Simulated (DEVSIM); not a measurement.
System: abrupt Ge p-n junction, at 300 K.

| layer (left to right) | material | thickness (μm) | Nd (cm⁻³) | Na (cm⁻³) | τn (s) | τp (s) |
|---|---|---|---|---|---|---|
| 1 | Ge | 21.0 | - | 3.6e16 | 7.5e-7 | 7.5e-7 |
| 2 | Ge | 8.10 | 1.6e15 | - | 7.5e-7 | 7.5e-7 |

Left contact: ohmic. Right contact: ohmic. Voltage is applied to the left contact. Recombination: SRH at mid-gap. Mobility is μmin + (μ − μmin)/(1 + (N/Nref)^α).

Constants are typed, rounded textbook-type inputs, not results; the design itself was drawn at random and stands for no fabricated device. Values at 300 K.

| parameter | Ge |
|---|---|
| gap (eV) | 0.664 |
| affinity (eV) | 4 |
| permittivity | 16 |
| Nc (cm⁻³) | 1.04e19 |
| Nv (cm⁻³) | 6e18 |
| μn (cm²/Vs) | 3900 |
| μp (cm²/Vs) | 1900 |
| μn,min | 150 |
| μp,min | 100 |
| Nref,n | 2.6e17 |
| Nref,p | 4e17 |
| αn | 0.56 |
| αp | 0.6 |

Simulated with DEVSIM: 1D drift-diffusion, Boltzmann statistics, complete ionisation; no tunnelling, impact ionisation, image-force lowering or self-heating.

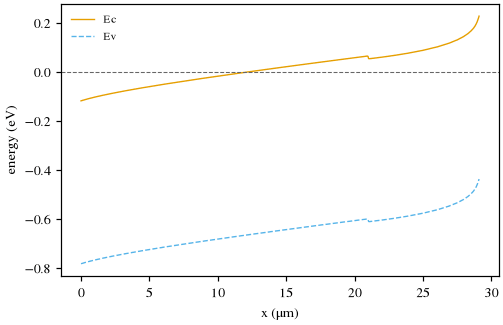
Fig. 1. Band edges at 0.65 V on the left contact

Energies count from the Fermi level of the right contact; mesh points crowd at the junctions.

```csv
x (μm),Ec (eV),Ev (eV),n (cm⁻³),p (cm⁻³),field (V/cm)
0.000,-0.118,-0.782,1.2e10,3.6e16,170
0.03988,-0.118,-0.782,2.9e14,3.6e16,170
0.1459,-0.116,-0.780,1.0e15,3.7e16,170
0.4275,-0.111,-0.775,2.8e15,3.9e16,150
1.638,-0.095,-0.759,8.2e15,4.4e16,120
4.394,-0.066,-0.730,1.5e16,5.1e16,96
11.71,-0.004,-0.668,2.3e16,5.9e16,78
18.49,0.047,-0.617,2.5e16,6.1e16,73
20.07,0.058,-0.606,2.6e16,6.2e16,72
20.67,0.062,-0.602,2.6e16,6.2e16,72
20.89,0.064,-0.600,2.6e16,6.2e16,68
20.99,0.062,-0.602,2.9e16,5.6e16,-1600
21.02,0.055,-0.609,3.7e16,4.3e16,-1200
21.08,0.053,-0.611,4.0e16,3.9e16,42
21.37,0.055,-0.609,3.9e16,3.8e16,68
22.03,0.060,-0.604,3.6e16,3.5e16,74
23.88,0.076,-0.588,2.8e16,2.6e16,97
26.91,0.117,-0.547,1.4e16,1.2e16,200
28.52,0.167,-0.497,5.6e15,4.1e15,550
28.90,0.196,-0.468,3.1e15,1.8e15,1100
29.04,0.216,-0.448,2.0e15,7.3e14,1700
29.10,0.227,-0.437,1.6e15,2.7e11,1800
```
